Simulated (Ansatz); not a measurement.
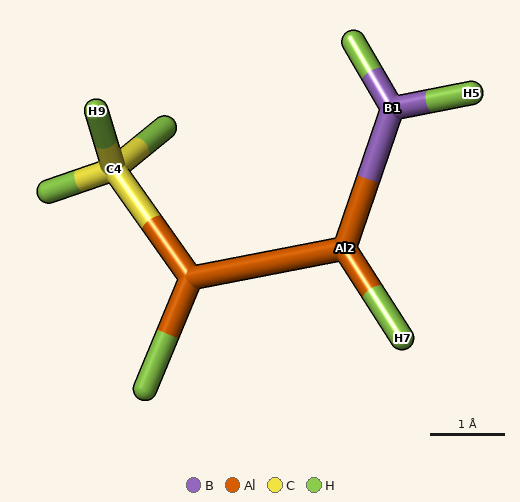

*The input geometry (stick view, seen at a tilt; atoms are numbered from 1 in the order of the input). Sticks mark near contacts.*

**CH7Al2B: geometry relaxation (part 1 of 2)**

The run: geometry relaxation of CH7Al2B, SMILES [BH2][AlH][AlH][CH3]. Method and program: RKS PBE-D4/def2-SVP (Ansatz 0.2.0).

The geometry: force-field start. Figures and captions count atoms from 1; the log counts them from 0 in places.

## Input file
```yaml
crystal:
  periodic: [false, false, false]
  atoms:
    - {symbol: B, position_ang: [-1.489200, 1.972300, 0.288400]}
    - {symbol: Al, position_ang: [-0.105200, 1.404600, -1.075100]}
    - {symbol: Al, position_ang: [1.013300, -0.766000, -0.743600]}
    - {symbol: C, position_ang: [0.636000, -1.875900, 0.839700]}
    - {symbol: H, position_ang: [-2.089700, 3.042100, 0.107900]}
    - {symbol: H, position_ang: [-1.803800, 1.347300, 1.199300]}
    - {symbol: H, position_ang: [0.293300, 2.328500, -2.323500]}
    - {symbol: H, position_ang: [2.200100, -1.249100, -1.764400]}
    - {symbol: H, position_ang: [0.764900, -1.300700, 1.816800]}
    - {symbol: H, position_ang: [1.171100, -2.813800, 0.861900]}
    - {symbol: H, position_ang: [-0.525400, -2.146300, 0.813200]}
basis:
  gaussian: {orbitals: def2-SVP}
hamiltonian: {xc: pbe, dispersion: d4}
relax: {f_tol: 0.03, max_steps: 200}
```

Run on 2 threads of Arm Neoverse V1, 23 GiB of memory available, shared host.

Command:
```bash
ansatz run in.yaml --threads 2 --pin off --events-out ev --progress --plain --max-ram 4352MiB
```

## What the program printed
```
Functional definition: PBE
  name "PBE"
  cite "Perdew, Burke & Ernzerhof, Phys. Rev. Lett. 77, 3865 (1996) doi:10.1103/PhysRevLett.77.3865"
  parent pbe
  parameter kappa = 0.804
  parameter beta = 0.06672455060314922
  exchange = pbe_x(kappa = kappa, mu = beta*pi^2/3)
  correlation = pbe_c(beta = beta)
1104 factors; their error is unknown
mean field evaluation 1: about -14992.7424 eV, gradient 5.8e1 eV
mean field evaluation 2: about -14955.9335 eV, gradient 9.3e1 eV
mean field evaluation 4: about -15002.0165 eV, gradient 8.2e0 eV
mean field evaluation 8: about -15002.2713 eV, gradient 2.4e-1 eV
mean field evaluation 16: about -15002.2216 eV, gradient 9.2e-5 eV
mean field -15002.22158737 eV, -551.3214744647 hartree, gradient 1.5e-5 eV, S^2 0.000000; 1 other end points of the search recorded, 0 dependent functions left out
the calculation of the forces begins
reference -15002.22163429 eV, -551.3214761891 hartree; 22, 22 occupied and 77, 77 virtual orbitals, 1104 factors
relax step   1: F+E_penalty+E_count = -15002.40611875 eV  Δ(F+E_penalty+E_count) = +0.000e0 eV  max|allowed force component| = 2.403e0 eV/Å  Δτ_max = 0.0000 Å  (41 SCF iters, accepted)
these checks for a lower state are left out or cut short: starts, cluster_reference, orbital_swaps, neighbouring_geometries, increment
1104 factors; their error is unknown
mean field -15002.66682989 eV, -551.3378368255 hartree, gradient 2.0e-5 eV, S^2 0.000000; 0 other end points of the search recorded, 0 dependent functions left out
[... from here on the field's lines of each further geometry are left out, up to the last ...]
relax step   2: F+E_penalty+E_count = -15002.84320494 eV  Δ(F+E_penalty+E_count) = -4.371e-1 eV  max|allowed force component| = 8.633e-1 eV/Å  Δτ_max = 0.1914 Å  (27 SCF iters, accepted)
relax step   3: F+E_penalty+E_count = -15002.88347077 eV  Δ(F+E_penalty+E_count) = -4.027e-2 eV  max|allowed force component| = 1.039e-1 eV/Å  Δτ_max = 0.0685 Å  (28 SCF iters, accepted)
relax step   4: F+E_penalty+E_count = -15002.91379695 eV  Δ(F+E_penalty+E_count) = -3.033e-2 eV  max|allowed force component| = 2.734e-1 eV/Å  Δτ_max = 0.1999 Å  (26 SCF iters, accepted)
relax step   5: F+E_penalty+E_count = -15002.95566669 eV  Δ(F+E_penalty+E_count) = -4.187e-2 eV  max|allowed force component| = 4.342e-1 eV/Å  Δτ_max = 0.1953 Å  (27 SCF iters, accepted)
relax step   6: F+E_penalty+E_count = -15003.00350698 eV  Δ(F+E_penalty+E_count) = -4.784e-2 eV  max|allowed force component| = 7.365e-1 eV/Å  Δτ_max = 0.1912 Å  (26 SCF iters, accepted)
relax step   7: F+E_penalty+E_count = -15003.09405976 eV  Δ(F+E_penalty+E_count) = -9.055e-2 eV  max|allowed force component| = 4.499e-1 eV/Å  Δτ_max = 0.2000 Å  (26 SCF iters, accepted)
relax step   8: F+E_penalty+E_count = -15003.15786012 eV  Δ(F+E_penalty+E_count) = -6.380e-2 eV  max|allowed force component| = 2.710e-1 eV/Å  Δτ_max = 0.1999 Å  (26 SCF iters, accepted)
relax step   9: F+E_penalty+E_count = -15003.19901255 eV  Δ(F+E_penalty+E_count) = -4.115e-2 eV  max|allowed force component| = 4.055e-1 eV/Å  Δτ_max = 0.1924 Å  (27 SCF iters, accepted)
relax step  10: F+E_penalty+E_count = -15003.20737885 eV  Δ(F+E_penalty+E_count) = -8.366e-3 eV  max|allowed force component| = 6.863e-1 eV/Å  Δτ_max = 0.1982 Å  (26 SCF iters, accepted)
relax step  11: F+E_penalty+E_count = -15003.25096433 eV  Δ(F+E_penalty+E_count) = -4.359e-2 eV  max|allowed force component| = 8.488e-2 eV/Å  Δτ_max = 0.2000 Å  (27 SCF iters, accepted)
relax step  12: F+E_penalty+E_count = -15003.26229818 eV  Δ(F+E_penalty+E_count) = -1.133e-2 eV  max|allowed force component| = 4.534e-2 eV/Å  Δτ_max = 0.1753 Å  (26 SCF iters, accepted)
relax step  13: F+E_penalty+E_count = -15003.27105599 eV  Δ(F+E_penalty+E_count) = -8.758e-3 eV  max|allowed force component| = 1.297e-1 eV/Å  Δτ_max = 0.1951 Å  (26 SCF iters, accepted)
relax step  14: F+E_penalty+E_count = -15003.27506808 eV  Δ(F+E_penalty+E_count) = -4.012e-3 eV  max|allowed force component| = 2.218e-1 eV/Å  Δτ_max = 0.1750 Å  (26 SCF iters, accepted)
relax step  15: F+E_penalty+E_count = -15003.27866991 eV  Δ(F+E_penalty+E_count) = -3.602e-3 eV  max|allowed force component| = 2.125e-1 eV/Å  Δτ_max = 0.0753 Å  (28 SCF iters, accepted)
relax step  16: F+E_penalty+E_count = -15003.28629005 eV  Δ(F+E_penalty+E_count) = -7.620e-3 eV  max|allowed force component| = 1.154e-1 eV/Å  Δτ_max = 0.1058 Å  (28 SCF iters, accepted)
relax step  17: F+E_penalty+E_count = -15003.28626893 eV  Δ(F+E_penalty+E_count) = +2.112e-5 eV  max|allowed force component| = 2.189e-1 eV/Å  Δτ_max = 0.1496 Å  (28 SCF iters, rejected (line search))
relax step  18: F+E_penalty+E_count = -15003.29104562 eV  Δ(F+E_penalty+E_count) = -4.756e-3 eV  max|allowed force component| = 9.830e-2 eV/Å  Δτ_max = 0.0733 Å  (28 SCF iters, accepted)
relax step  19: F+E_penalty+E_count = -15003.29281051 eV  Δ(F+E_penalty+E_count) = -1.765e-3 eV  max|allowed force component| = 1.222e-1 eV/Å  Δτ_max = 0.0804 Å  (27 SCF iters, accepted)
relax step  20: F+E_penalty+E_count = -15003.29401788 eV  Δ(F+E_penalty+E_count) = -1.207e-3 eV  max|allowed force component| = 1.155e-1 eV/Å  Δτ_max = 0.0459 Å  (27 SCF iters, accepted)
relax step  21: F+E_penalty+E_count = -15003.29573708 eV  Δ(F+E_penalty+E_count) = -1.719e-3 eV  max|allowed force component| = 9.589e-2 eV/Å  Δτ_max = 0.0853 Å  (28 SCF iters, accepted)
relax step  22: F+E_penalty+E_count = -15003.29277818 eV  Δ(F+E_penalty+E_count) = +2.959e-3 eV  max|allowed force component| = 2.293e-1 eV/Å  Δτ_max = 0.0855 Å  (27 SCF iters, rejected (line search))
relax step  23: F+E_penalty+E_count = -15003.29661910 eV  Δ(F+E_penalty+E_count) = -8.820e-4 eV  max|allowed force component| = 5.090e-2 eV/Å  Δτ_max = 0.0415 Å  (27 SCF iters, accepted)
relax step  24: F+E_penalty+E_count = -15003.29688792 eV  Δ(F+E_penalty+E_count) = -2.688e-4 eV  max|allowed force component| = 3.530e-2 eV/Å  Δτ_max = 0.0450 Å  (26 SCF iters, accepted)
the calculation of the forces begins
reference -15003.12511834 eV, -551.3546786154 hartree; 22, 22 occupied and 77, 77 virtual orbitals, 1104 factors
relax step  25: F+E_penalty+E_count = -15003.29710445 eV  Δ(F+E_penalty+E_count) = -2.165e-4 eV  max|allowed force component| = 2.260e-2 eV/Å  Δτ_max = 0.0196 Å  (28 SCF iters, accepted)
1104 factors; their error is unknown
mean field evaluation 192: about -15003.1251 eV, gradient 1.6e-5 eV
```

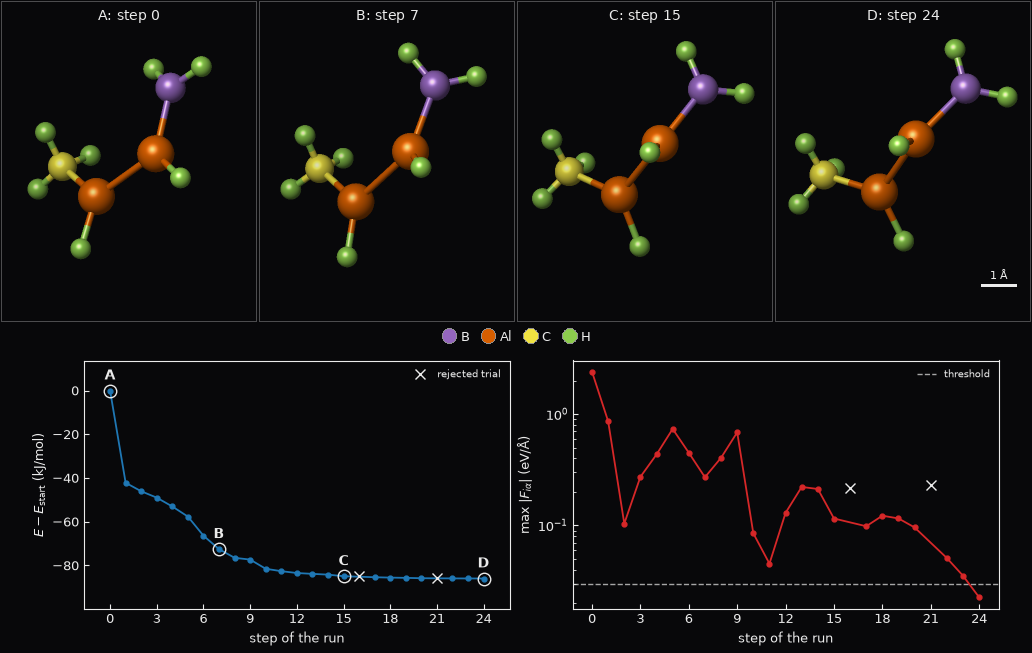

*Frames of the relaxation (ball-and-stick view, seen at a tilt) above the curves, on which the letters mark them (the first geometry is step 0 here and step 1 in the log).*

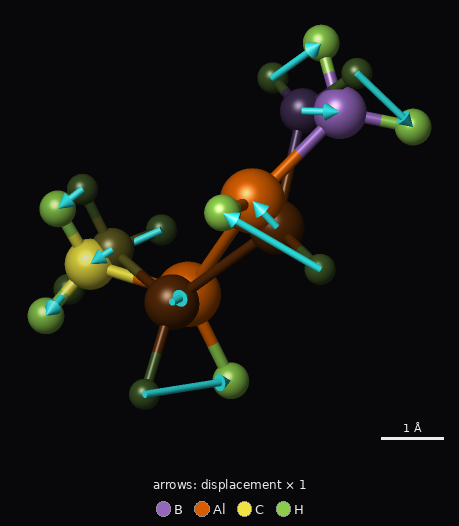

*Start (faint) and end (solid) with the displacements as teal arrows, at true length (ball-and-stick view, seen at a tilt). The two geometries are laid on each other by the best rigid fit.*

The largest move after the best rigid fit is that of H7, 1.89 Å. Largest moves by element: H 1.89 Å, B 0.65 Å, Al 0.60 Å, C 0.43 Å. Among the contacts that change: Al2–Al3 2.464 → 2.606 Å, C4–H11 1.193 → 1.113 Å, B1–Al2 2.024 → 2.099 Å, B1–H6 1.149 → 1.223 Å. Among the angles that change: Al2–B1–H5 118.4° → 122.7°, H9–C4–H11 104.1° → 107.7°, Al3–C4–H10 114.3° → 110.7°. Over 24 geometry steps the energy falls by 86.0 kJ/mol. Largest force component: 2.4 eV/Å at the start, 0.023 eV/Å at the end. The line search rejected the trial steps at points 16, 21 (counted from 0) and went back. (Atoms are counted from 1 in the order of the input.)

```
mean field -15003.12506982 eV, -551.3546768324 hartree, gradient 1.6e-5 eV, S^2 0.000000; 1 other end points of the search recorded, 0 dependent functions left out
the calculation of the forces begins
reference -15003.12511834 eV, -551.3546786154 hartree; 22, 22 occupied and 77, 77 virtual orbitals, 1104 factors
Total energy: -15003.29715296 eV, -551.3610007714 hartree
Atom 0 at    -1.825392     2.334625    -0.142974 Å, force     0.013765     0.002349     0.003222 eV/Å
Atom 1 at     0.090450     1.606515    -0.595170 Å, force     0.002659     0.003617     0.004810 eV/Å
Atom 2 at     0.545740    -0.957703    -0.697526 Å, force    -0.000069    -0.006121    -0.005850 eV/Å
Atom 3 at     1.047570    -2.046203     0.875004 Å, force    -0.012019     0.001504    -0.022597 eV/Å
Atom 4 at    -2.679624     2.520737    -0.996467 Å, force    -0.012602    -0.000506    -0.009851 eV/Å
Atom 5 at    -2.208262     2.512313     1.004462 Å, force    -0.000259    -0.001470     0.003627 eV/Å
Atom 6 at     1.323567     2.614754    -0.877215 Å, force    -0.001656    -0.000741    -0.000752 eV/Å
Atom 7 at     0.368785    -1.748474    -2.096581 Å, force     0.002733     0.003126     0.012606 eV/Å
Atom 8 at     1.287888    -1.464071     1.786386 Å, force     0.000943     0.001376     0.006336 eV/Å
Atom 9 at     1.912775    -2.702480     0.638859 Å, force     0.006068     0.000224     0.000266 eV/Å
Atom 10 at     0.201902    -2.727013     1.121822 Å, force     0.000438    -0.003359     0.008182 eV/Å
Dipole moment:     0.060552    -0.138914     0.133848 e Å
```

## Trajectory as extended XYZ (Å, eV, eV/Å), 25 frames, from step=1 to step=25
```
11
Properties=species:S:1:pos:R:3:forces:R:3 step=1 energy=-15002.40612
B    -1.4892    1.9723    0.2884   -0.9563   2.0693  -0.5756
Al   -0.1052    1.4046   -1.0751    0.7800   0.1465  -1.1884
Al    1.0133   -0.7660   -0.7436    0.9191  -0.9057  -0.1566
C     0.6360   -1.8759    0.8397   -2.4030   0.7441   0.4674
H    -2.0897    3.0421    0.1079    0.0254  -0.3467   0.2616
H    -1.8038    1.3473    1.1993   -0.5313  -0.9118   1.5369
H     0.2933    2.3285   -2.3235   -0.0111   0.1693  -0.0821
H     2.2001   -1.2491   -1.7644   -0.1658  -0.0790   0.1556
H     0.7649   -1.3007    1.8168   -0.0234  -0.5157  -0.7126
H     1.1711   -2.8138    0.8619    0.5441  -0.8016   0.2100
H    -0.5254   -2.1463    0.8132    1.8224   0.4313   0.0839
11
Properties=species:S:1:pos:R:3:forces:R:3 step=2 energy=-15002.84320
B    -1.5978    2.0918    0.2784   -0.2875   0.5908  -0.0235
Al   -0.1116    1.4332   -1.0939    0.3779  -0.1727  -0.4043
Al    1.1293   -0.8549   -0.7753    0.0828  -0.0569   0.0333
C     0.6574   -1.9296    0.8173   -0.8633   0.1292   0.1301
H    -2.2192    3.1409    0.1428    0.0116  -0.1310  -0.0204
H    -1.8688    1.4819    1.2748   -0.1284  -0.2601   0.4314
H     0.2779    2.3990   -2.3270    0.0095   0.0473  -0.0119
H     2.2817   -1.4222   -1.7650   -0.0716   0.0172   0.0307
H     0.7703   -1.3391    1.7628    0.0764  -0.1368  -0.2057
H     1.1999   -2.8838    0.9182    0.1407  -0.1520   0.0733
H    -0.4536   -2.1742    0.7873    0.6519   0.1251  -0.0329
11
Properties=species:S:1:pos:R:3:forces:R:3 step=3 energy=-15002.88347
B    -1.6014    2.1285    0.2914   -0.1039   0.0392  -0.0405
Al   -0.0849    1.4535   -1.1312    0.0386  -0.0240   0.0804
Al    1.1257   -0.8661   -0.7593   -0.0211   0.0079  -0.0554
C     0.6502   -1.9556    0.8222    0.0519   0.0081   0.0193
H    -2.2811    3.1307    0.1152    0.0062  -0.0491  -0.0125
H    -1.8653    1.5142    1.3147    0.0639   0.0273   0.0212
H     0.3041    2.4476   -2.3469    0.0164  -0.0212   0.0200
H     2.2524   -1.4324   -1.7668    0.0142  -0.0174  -0.0042
H     0.7729   -1.3635    1.7555    0.0221   0.0139   0.0216
H     1.2221   -2.9001    0.9369    0.0007   0.0481  -0.0344
H    -0.4294   -2.2137    0.7890   -0.0889  -0.0329  -0.0156
11
Properties=species:S:1:pos:R:3:forces:R:3 step=4 energy=-15002.91380
B    -1.6300    2.1427    0.2917    0.1476  -0.0718   0.1593
Al   -0.0426    1.4568   -1.0698   -0.2734   0.0608  -0.0036
Al    1.1017   -0.8973   -0.8018   -0.0070   0.0419   0.0894
C     0.6368   -1.9497    0.8070    0.1974  -0.0735  -0.0356
H    -2.4254    3.0362    0.0141    0.0139  -0.2053  -0.0221
H    -1.7702    1.6406    1.4128    0.0421   0.1939  -0.2347
H     0.3884    2.4540   -2.2675    0.0851   0.0506   0.0615
H     2.2246   -1.4844   -1.8014   -0.0287  -0.0098  -0.0299
H     0.7485   -1.3348    1.7264   -0.0246   0.0322   0.0066
H     1.2619   -2.8598    0.9304   -0.0705   0.0136   0.0018
H    -0.4281   -2.2613    0.7788   -0.0818  -0.0327   0.0073
11
Properties=species:S:1:pos:R:3:forces:R:3 step=5 energy=-15002.95567
B    -1.6057    2.1583    0.3012   -0.2823  -0.0461  -0.0101
Al   -0.0355    1.4658   -1.0509   -0.2312   0.1892   0.0287
Al    1.0822   -0.8985   -0.8102   -0.0166  -0.0426   0.0582
C     0.6326   -1.9502    0.8028   -0.0009  -0.0489  -0.0116
H    -2.5375    2.9041   -0.0760    0.3959  -0.4342   0.1978
H    -1.6852    1.7394    1.4676    0.0583   0.3281  -0.3156
H     0.4532    2.4842   -2.2088    0.0928   0.0385   0.0671
H     2.1865   -1.5005   -1.8252   -0.0478   0.0178  -0.0184
H     0.7434   -1.3306    1.7211   -0.0343  -0.0165  -0.0295
H     1.2665   -2.8533    0.9193   -0.0427  -0.0206   0.0238
H    -0.4350   -2.2757    0.7797    0.1089   0.0353   0.0095
11
Properties=species:S:1:pos:R:3:forces:R:3 step=6 energy=-15003.00351
B    -1.6286    2.1051    0.2756   -0.1045   0.4301   0.3573
Al   -0.0543    1.4674   -1.0631   -0.1685  -0.0029   0.0781
Al    1.0660   -0.8986   -0.8081    0.0019  -0.0342  -0.0291
C     0.6321   -1.9610    0.8012   -0.0716  -0.0024   0.0104
H    -2.5980    2.7922   -0.1193    0.3039  -0.5454   0.2073
H    -1.5906    1.8977    1.5181   -0.0327   0.1534  -0.7365
H     0.5154    2.5228   -2.1549    0.0260   0.0238   0.1226
H     2.1603   -1.4873   -1.8424   -0.0435  -0.0011  -0.0040
H     0.7294   -1.3407    1.7208   -0.0172  -0.0321  -0.0273
H     1.2676   -2.8614    0.9199   -0.0072  -0.0260   0.0194
H    -0.4339   -2.2930    0.7727    0.1133   0.0368   0.0018
11
Properties=species:S:1:pos:R:3:forces:R:3 step=7 energy=-15003.09406
B    -1.6273    2.1026    0.2570    0.0154   0.1521   0.1286
Al   -0.0321    1.4859   -1.0433   -0.1617   0.0820   0.1421
Al    1.0252   -0.9128   -0.8351    0.0279  -0.0428  -0.0158
C     0.6384   -1.9477    0.8043   -0.0385   0.0191   0.0202
H    -2.6732    2.6118   -0.1618    0.1546  -0.2867   0.1271
H    -1.5586    1.9873    1.4948   -0.0111   0.1077  -0.4499
H     0.6331    2.5887   -2.0283    0.0251  -0.0063   0.0883
H     2.0585   -1.5353   -1.9105   -0.0554  -0.0025  -0.0150
H     0.7501   -1.3105    1.7099   -0.0132  -0.0226  -0.0182
H     1.2773   -2.8451    0.9303   -0.0066  -0.0154  -0.0028
H    -0.4258   -2.2819    0.8033    0.0636   0.0154  -0.0048
```
